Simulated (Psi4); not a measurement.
**One shape, several levels: triplet BH3Br−**

Wanted: a comparison of 3 runs (UBHLYP/def2-TZVP, UCAM-B3LYP/def2-TZVP, UM06-2X/def2-TZVP) of triplet BH3Br−. 

The results are computed with Psi4 1.11.

1 further run of the same task is left out (set aside as unsound or not needed).

## Step 1: The molecule

BH3Br− has 5 atoms, charge -1, and is taken as a triplet. As SMILES of the parent species, `[BH3-]Br`. The shape is that of a GFN2-xTB optimisation. That shape belongs to the parent species and isn't relaxed for this state.

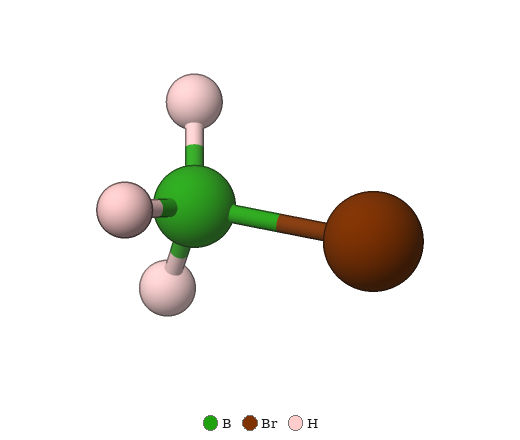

The structure, seen from a chosen angle (boron green, bromine brown, hydrogen pink).

## Step 2: Energy and gradient at UBHLYP/def2-TZVP (run 1)

run.py

```python
import psi4

psi4.set_memory('1600 MB')
psi4.set_num_threads(1)
psi4.set_output_file('run.log', False)

m = psi4.geometry("""
-1 3
B      0.105540    -0.047320     0.145720
Br    -1.044180     0.467760    -1.441330
H      1.234050    -0.217200    -0.260310
H     -0.352540    -1.066680     0.613040
H      0.057130     0.863440     0.942890
symmetry c1
no_reorient
no_com
""")

psi4.set_options({
    'basis': 'def2-TZVP',
    'reference': 'uks',
    'puream': True,
    'e_convergence': 1e-09,
    'd_convergence': 1e-08,
    'scf_type': 'pk',
    'dft_radial_points': 99,
    'dft_spherical_points': 590,
    'maxiter': 200,
})

energy_value = psi4.gradient('bhhlyp', molecule=m)
print('gradient / Eh bohr^-1')
print(energy_value.np.round(6))
```

Launch:

```sh
python run.py
```

run.log:

```text
[...]
  Running in c1 symmetry.
[...]
  Nuclear repulsion =   73.969301079071656
[...]
  Multiplicity = 3
[...]
  Nalpha       = 23
  Nbeta        = 21
[...]
    Number of basis functions: 97
[...]
   @UKS iter   1: -2600.14907355444120   -1.37221e+00   1.49711e-02 ADIIS/DIIS
[...]
   @UKS iter  44: -2600.61369517044250   -1.42336e-10   4.93519e-09 DIIS
[...]
   @S^2 Observed:                2.009985448E+00
[...]
  @UKS Final Energy: -2600.61369517044250
   => Energetics <=
    Nuclear Repulsion Energy =             73.9693010790716556
    One-Electron Energy =               -3772.0358649396212058
    Two-Electron Energy =                1146.7568079844031672
    DFT Exchange-Correlation Energy =     -49.3039392942960930
    Empirical Dispersion Energy =           0.0000000000000000
    VV10 Nonlocal Energy =                  0.0000000000000000
    Total Energy =                      -2600.6136951704424973
[...]
  -Total Gradient:
     Atom            X                  Y                   Z
    ------   -----------------  -----------------  -----------------
       1       -0.014475947826     0.047114584374    -0.055261959998
       2        0.030607608299    -0.018164542959     0.046110009834
       3       -0.007375914067    -0.011815525375     0.002386170974
       4       -0.000899920382    -0.005863664080     0.003941706744
       5       -0.007854875375    -0.011271302199     0.002825345787
[...]
```

Standard output:

```text
gradient / Eh bohr^-1
[[-0.014476  0.047115 -0.055262]
 [ 0.030608 -0.018165  0.04611 ]
 [-0.007376 -0.011816  0.002386]
 [-0.0009   -0.005864  0.003942]
 [-0.007855 -0.011271  0.002825]]
```

It took 44 s on 1 thread of Intel Xeon 6975P-C (Granite Rapids), shared host; peak memory 0.75 GiB.

## Step 3: Energy and gradient at UCAM-B3LYP/def2-TZVP (run 2)

bbrh3.xyz

```xyz
5
BBrH3
B      0.105540    -0.047320     0.145720
Br    -1.044180     0.467760    -1.441330
H      1.234050    -0.217200    -0.260310
H     -0.352540    -1.066680     0.613040
H      0.057130     0.863440     0.942890
```

bbrh3.py

```python
import psi4

psi4.set_memory(1600000000)
psi4.set_num_threads(1)
psi4.set_output_file('psi4.out', False)

with open('bbrh3.xyz') as f:
    atoms = ''.join(f.readlines()[2:])
mol = psi4.geometry('-1 3\n' + atoms + 'symmetry c1')

psi4.set_options({
    'basis': 'def2-TZVP',
    'reference': 'uks',
    'puream': True,
    'e_convergence': 1e-09,
    'd_convergence': 1e-08,
    'scf_type': 'pk',
    'dft_radial_points': 99,
    'dft_spherical_points': 590,
    'maxiter': 200,
})

e, wfn = psi4.gradient('cam-b3lyp', return_wfn=True)
psi4.oeprop(wfn, 'LOWDIN_CHARGES', 'MULLIKEN_CHARGES', 'DIPOLE', title='CAM-B3LYP')
print('gradient / Eh bohr^-1')
print(e.np.round(6))
print(f'energy = {wfn.energy():.10f} Eh')
```

Launch:

```sh
python bbrh3.py
```

psi4.out:

```text
[...]
  Running in c1 symmetry.
[...]
  Nuclear repulsion =   73.969301079071656
[...]
  Multiplicity = 3
[...]
  Nalpha       = 23
  Nbeta        = 21
[...]
    Number of basis functions: 97
[...]
   @UKS iter   1: -2600.24954232944583   -1.26117e+00   1.57386e-02 DIIS/ADIIS
[...]
   @UKS iter  35: -2600.75137054422839    0.00000e+00   1.64489e-09 DIIS
[...]
   @S^2 Observed:                2.007412695E+00
[...]
  @UKS Final Energy: -2600.75137054422839
   => Energetics <=
    Nuclear Repulsion Energy =             73.9693010790716556
    One-Electron Energy =               -3771.7684093446296174
    Two-Electron Energy =                1172.2598951874988416
    DFT Exchange-Correlation Energy =     -75.2121574661690602
    Empirical Dispersion Energy =           0.0000000000000000
    VV10 Nonlocal Energy =                  0.0000000000000000
    Total Energy =                      -2600.7513705442283936
[...]
  -Total Gradient:
     Atom            X                  Y                   Z
    ------   -----------------  -----------------  -----------------
       1       -0.012610165852     0.046167525199    -0.053475301063
       2        0.031325604180    -0.018390348231     0.047120426967
       3       -0.009608489911    -0.011705600847     0.002258612334
       4       -0.000372034675    -0.003614384399     0.002746179806
       5       -0.008733440865    -0.012457903314     0.001352078725
[...]
```

Standard output:

```text
gradient / Eh bohr^-1
[[-0.01261   0.046168 -0.053475]
 [ 0.031326 -0.01839   0.04712 ]
 [-0.009608 -0.011706  0.002259]
 [-0.000372 -0.003614  0.002746]
 [-0.008733 -0.012458  0.001352]]
energy = -2600.7513705442 Eh
```

It took 52 s on 1 thread of Intel Xeon 6975P-C (Granite Rapids), shared host; peak memory 0.84 GiB.

## Step 4: Energy and gradient at UM06-2X/def2-TZVP (run 3)

bbrh3.xyz is that of step 3.

run.py

```python
import numpy as np
from ase.calculators.psi4 import Psi4
from ase.io import read

atoms = read('bbrh3.xyz')
calc = Psi4(atoms=atoms, method='m06-2x', basis='def2-TZVP', memory='1600MB', num_threads=1, charge=-1, multiplicity=3, label='bbrh3', reference='uks')
calc.psi4.set_options({'puream': True, 'e_convergence': 1e-09, 'd_convergence': 1e-08, 'scf_type': 'pk', 'dft_radial_points': 99, 'dft_spherical_points': 590, 'maxiter': 200})
atoms.calc = calc

forces = atoms.get_forces()
print(f'energy: {atoms.get_potential_energy():.6f} eV')
print('forces / eV A^-1')
print(np.round(forces, 5))
```

Launch:

```sh
python run.py
```

bbrh3.dat:

```text
[...]
  Running in c1 symmetry.
[...]
  Nuclear repulsion =   73.969301079071656
[...]
  Multiplicity = 3
[...]
  Nalpha       = 23
  Nbeta        = 21
[...]
    Number of basis functions: 97
[...]
   @UKS iter   1: -2600.17573120998168   -1.34612e+00   1.51040e-02 ADIIS/DIIS
[...]
   @UKS iter  31: -2600.66230930649590   -5.09317e-11   7.74602e-09 DIIS
[...]
   @S^2 Observed:                2.008251530E+00
[...]
  @UKS Final Energy: -2600.66230930649590
   => Energetics <=
    Nuclear Repulsion Energy =             73.9693010790716556
    One-Electron Energy =               -3772.1735195607516289
    Two-Electron Energy =                1143.1135015049524100
    DFT Exchange-Correlation Energy =     -45.5715923297685279
    Empirical Dispersion Energy =           0.0000000000000000
    VV10 Nonlocal Energy =                  0.0000000000000000
    Total Energy =                      -2600.6623093064963541
[...]
  -Total Gradient:
     Atom            X                  Y                   Z
    ------   -----------------  -----------------  -----------------
       1       -0.014908283961     0.044721962746    -0.054693065265
       2        0.031845372575    -0.018442023953     0.047700014072
       3       -0.009762462909    -0.010636166327     0.003349027655
       4        0.000211637285    -0.002841398915     0.002736330569
       5       -0.007379246600    -0.012807917846     0.000922202801
[...]
```

Standard output:

```text
energy: -70767.626018 eV
forces / eV A^-1
[[ 0.76661 -2.2997   2.81243]
 [-1.63755  0.94833 -2.45283]
 [ 0.50201  0.54693 -0.17221]
 [-0.01088  0.14611 -0.14071]
 [ 0.37946  0.65861 -0.04742]]
```

Wall time 65 s (1 thread of Intel Xeon 6975P-C (Granite Rapids), shared host); peak memory 0.87 GiB.

## Step 5: All runs side by side

```csv
run,level,energy (Eh),HOMO energy (eV),⟨S²⟩,largest force (eV/Å),wall time
1,UBHLYP/def2-TZVP,-2600.613695,3.72,2.010,3.808,44 s
2,UCAM-B3LYP/def2-TZVP,-2600.751371,3.30,2.007,3.690,52 s
3,UM06-2X/def2-TZVP,-2600.662309,3.54,2.008,3.713,65 s
```

## Step 6: Summary of results

```
                                 quantity           value
                      run 3: total energy  -2600.66231 Eh
run 3: HOMO energy (highest over α and β)         3.54 eV
                              run 3: ⟨S²⟩           2.008
          run 3: largest force on an atom      3.713 eV/Å
```

**Reading.** Totals of different functionals can't be ranked against each other. In runs 1, 2, 3 the HOMO lies above zero, so the outermost electron may be held by the basis alone. All runs together took 2.7 min, the longest 65 s.
